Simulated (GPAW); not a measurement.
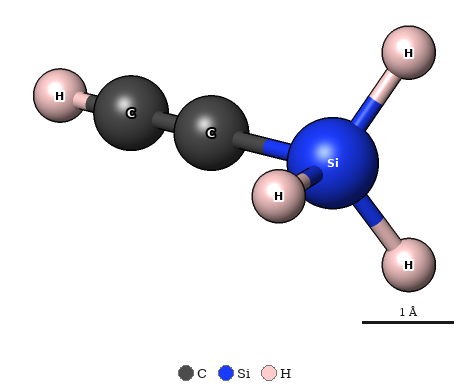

*The structure as given in the input (ball-and-stick view, seen at a tilt).*

Bond lengths as drawn: C–C 1.21 Å, C–H 1.07 Å, C–Si 1.82 Å and H–Si 1.48 Å.

**Convergence calculation, with input and output: C₂H₄Si**

System: C₂H₄Si.
Method: GLLB-SC/real-space grid, scalar-relativistic datasets (GPAW 26.7.0).

The run did not end well. The geometry comes from this level: PBE0-D4/def2-TZVP.

### Input (conv.py)
```python
import numpy as np
from ase.io import read
from ase.units import Debye
from gpaw import GPAW

# Set up the molecule
atoms = read('gs.sdf')

energies, dipoles, levels = [], [], []
for vacuum in [1.5, 2.0, 3.0, 4.0, 5.0, 6.0]:
    atoms.center(vacuum=vacuum)
    dft = GPAW(mode='fd', h=0.18, xc='GLLBSC', maxiter=80, txt=None)
    atoms.calc = dft
    energies.append(atoms.get_potential_energy())
    dipoles.append(np.linalg.norm(atoms.get_dipole_moment()) / Debye)
    levels.append(dft.get_homo_lumo())
    print(f'vacuum = {vacuum}: E = {energies[-1]:.4f} eV, dipole = {dipoles[-1]:.3f} D, HOMO = {levels[-1][0]:.3f} eV, {dft.get_number_of_iterations()} iterations')
    settled = len(levels) > 1 and abs(levels[-1][0] - levels[-2][0]) < 0.02
    if settled:
        print(f'HOMO settled to 0.02 eV at vacuum = {vacuum}')
        break
else:
    print('Not settled within the values tried')
```

### File gs.sdf
```

     RDKit          3D

  7  6  0  0  0  0  0  0  0  0999 V2000
   -0.5807   -1.8714    0.1722 C   0  0  0  0  0  0  0  0  0  0  0  0
   -0.2185   -0.7265    0.0624 C   0  0  0  0  0  0  0  0  0  0  0  0
    0.3298    1.0043   -0.1038 Si  0  0  0  0  0  4  0  0  0  0  0  0
   -0.9010   -2.8835    0.2693 H   0  0  0  0  0  0  0  0  0  0  0  0
   -0.0945    1.5283   -1.4250 H   0  0  0  0  0  0  0  0  0  0  0  0
   -0.2817    1.8181    0.9749 H   0  0  0  0  0  0  0  0  0  0  0  0
    1.8079    1.0629    0.0044 H   0  0  0  0  0  0  0  0  0  0  0  0
  2  1  3  0
  3  2  1  0
  4  1  1  0
  5  3  1  0
  6  3  1  0
  7  3  1  0
M  END
$$$$
```

Launch command:
```bash
python3 conv.py
```

### Log
```
gpaw.KohnShamConvergenceError: Did not converge!  See text output for help.
```

### What the run reported

| quantity | value |
| --- | --- |
| outcome | not converged |
| hardware | 1 thread of Arm Neoverse V1, 24 GiB of memory available, shared host |
| wall time | 27 s |
| peak memory | 0.19 GiB |

### What went wrong

The run did not converge. Its last values are not results.
